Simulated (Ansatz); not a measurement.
# SiHF (SMILES F[SiH]): r2SCAN/def2-TZVPPD

Aim: the vertical ionisation energy of SiHF at r2SCAN/def2-TZVPPD, from 2 runs. 

Program for the calculation: Ansatz 0.2.0.

58 further runs of the same task are left out: 58 set aside as unsound or not needed.

### Step 1. The molecule

SiHF: 3 atoms, total charge 0, spin state singlet. As SMILES, `F[SiH]`. Geometry: relaxed at PBE0-D4/def2-TZVP.

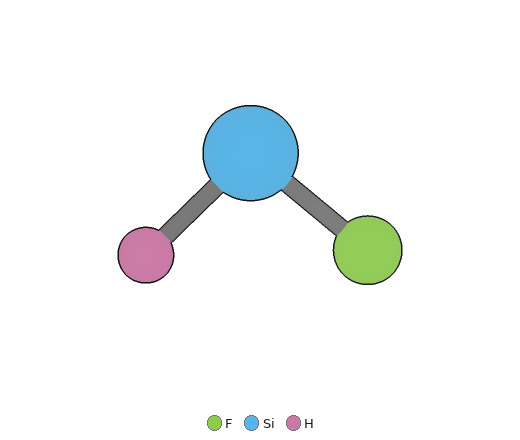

The structure, seen from a chosen angle (fluorine green, silicon blue, hydrogen pink).

### Step 2. A single-point energy at r2SCAN/def2-TZVPPD

Contents of molecule.yaml:

```yaml
crystal:
  periodic: [false, false, false]
  atoms:
    - {symbol: F, position_ang: [-1.090200, 0.024400, -0.602300]}
    - {symbol: Si, position_ang: [0.186800, 0.629400, 0.173800]}
    - {symbol: H, position_ang: [0.892400, -0.718600, 0.415300]}
basis:
  gaussian: {orbitals: def2-TZVPPD.json}
hamiltonian: {xc: r2scan}
accuracy: high
output: {orbitals: {seedname: orbitals}}
```

The basis set def2-TZVPPD is read from a file made from the Basis Set Exchange's data (not shown).

The run is started by

```sh
ansatz run molecule.yaml --threads 1 --pin off --max-ram 3480MiB --events-out events.jsonl --progress --plain --runs-dir runs
```

Log:

```text
Warning: RAYON_NUM_THREADS=1 ignored (pool sized by the plan → 1); use --threads N
Functional definition: r2SCAN
  name "r2SCAN"
  parameter k0 = 0.174
  parameter k1 = 0.065
  parameter a1 = 4.9479
  exchange = r2scan_x(k0 = k0, k1 = k1, a1 = a1)
  correlation = r2scan_c
1560 factors; integrals over basis functions are off by at most 3.9e-9 eV
mean field evaluation 1: about -10608.2501 eV, gradient 3.5e1 eV
mean field evaluation 2: about -10599.1117 eV, gradient 8.4e1 eV
mean field evaluation 4: about -10610.0352 eV, gradient 1.9e0 eV
mean field evaluation 8: about -10610.0424 eV, gradient 1.0e-1 eV
mean field evaluation 16: about -10610.0424 eV, gradient 8.9e-6 eV
mean field -10610.04238489 eV, -389.9118658998 hartree, gradient 5.1e-8 eV, S^2 0.000000; 0 other end points of the search recorded, 0 dependent functions left out
reference -10610.04238576 eV, -389.9118659316 hartree; 12, 12 occupied and 93, 93 virtual orbitals, 1560 factors
Total energy: -10610.04238576 eV, -389.9118659316 hartree
```

It took 7.8 s on 1 thread of Arm Neoverse V1, shared host; peak memory 0.23 GiB.

### Step 3. The doublet cation at the same level

Contents of job.yaml:

```yaml
crystal:
  periodic: [false, false, false]
  atoms:
    - {symbol: F, position_ang: [-1.090200, 0.024400, -0.602300]}
    - {symbol: Si, position_ang: [0.186800, 0.629400, 0.173800]}
    - {symbol: H, position_ang: [0.892400, -0.718600, 0.415300]}
basis:
  gaussian: {orbitals: def2-TZVPPD.json}
hamiltonian: {xc: r2scan}
magnetization: {spin_polarized: true, initial_magnetization: 1}
output: {orbitals: {seedname: orbitals}}
accuracy: high
total_charge: 1
```

The basis set def2-TZVPPD is read from a file made from the Basis Set Exchange's data (not shown).

The run is started by

```sh
ansatz run job.yaml --threads 1 --pin off --max-ram 3480MiB --events-out events.jsonl --progress --plain --runs-dir runs
```

Log:

```text
Warning: RAYON_NUM_THREADS=1 ignored (pool sized by the plan → 1); use --threads N
Functional definition: r2SCAN
  name "r2SCAN"
  parameter k0 = 0.174
  parameter k1 = 0.065
  parameter a1 = 4.9479
  exchange = r2scan_x(k0 = k0, k1 = k1, a1 = a1)
  correlation = r2scan_c
1560 factors; integrals over basis functions are off by at most 3.9e-9 eV
mean field evaluation 1: about -10585.8898 eV, gradient 7.1e1 eV
mean field evaluation 2: about -10360.3801 eV, gradient 1.8e2 eV
mean field evaluation 4: about -10600.4641 eV, gradient 6.1e0 eV
mean field evaluation 8: about -10600.6093 eV, gradient 1.9e-1 eV
mean field evaluation 16: about -10600.6095 eV, gradient 6.9e-5 eV
mean field -10600.60952657 eV, -389.5652147504 hartree, gradient 5.2e-8 eV, S^2 0.761010; 0 other end points of the search recorded, 0 dependent functions left out
reference -10600.60952936 eV, -389.5652148529 hartree; 12, 11 occupied and 93, 94 virtual orbitals, 1560 factors
Total energy: -10600.60952936 eV, -389.5652148529 hartree
```

It took 13 s on 1 thread of Arm Neoverse V1, shared host; peak memory 0.32 GiB.

### Step 4. Results

Level: r2SCAN/def2-TZVPPD.

| quantity | value |
| --- | --- |
| singlet SiHF: total energy | -389.91187 Eh |
| singlet SiHF: HOMO energy | -6.10 eV |
| singlet SiHF: LUMO energy | -3.43 eV |
| singlet SiHF: HOMO–LUMO gap | 2.67 eV |
| doublet cation: total energy | -389.56521 Eh |
| doublet cation: HOMO energy (highest over α and β) | -15.20 eV |
| doublet cation: LUMO energy (lowest over α and β) | -12.54 eV |
| doublet cation: ⟨S²⟩ | 0.761 |
| vertical ionisation energy (to the doublet cation) | 9.433 eV |

What this shows: The vertical ionisation energy comes to 9.43 eV (218 kcal/mol). The negative HOMO energy of the first species, 6.10 eV, lies 3.34 eV below that difference.
